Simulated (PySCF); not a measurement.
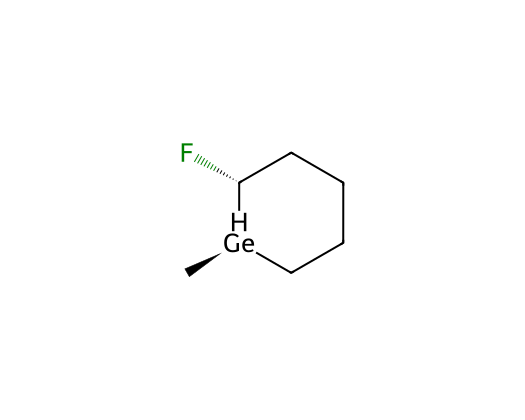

The drawing above gives the connectivity. The computed structure is the end point of a PBE0-D3(BJ)/def2-SVP optimisation. No frequency run is at hand to confirm it as a minimum.

Describe the 3D structure.

Formula C6H13FGe. Its SMILES string is `[CH3][Ge@@H]1[CH2]CCC[C@H]1F`. Among its groups: C–F bond. The point group is C1. Coordination: 6 C tetrahedral; 1 Ge tetrahedral.

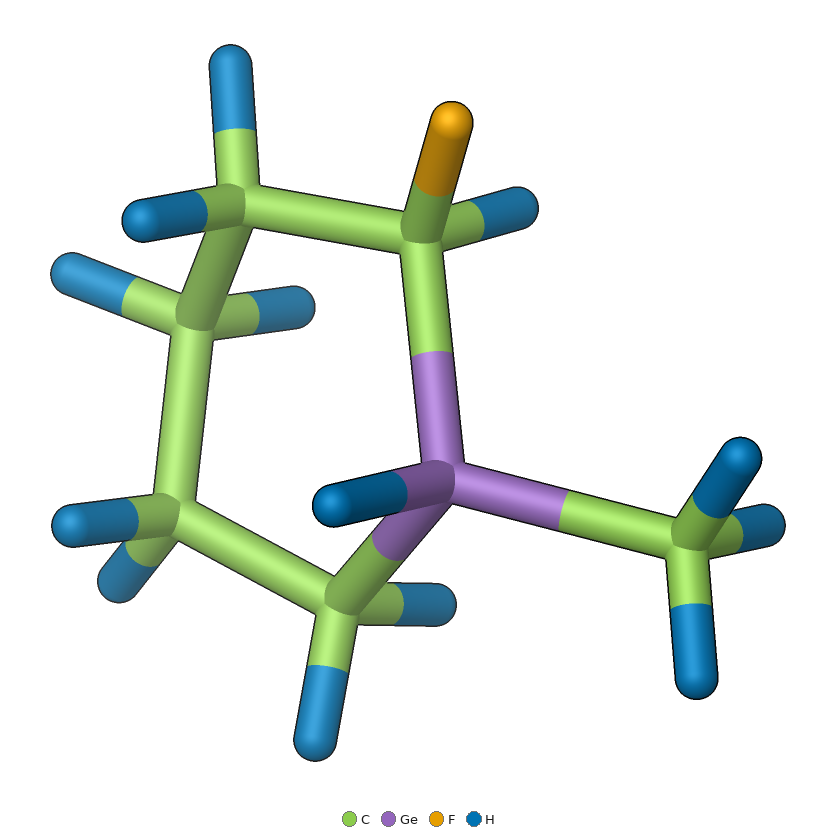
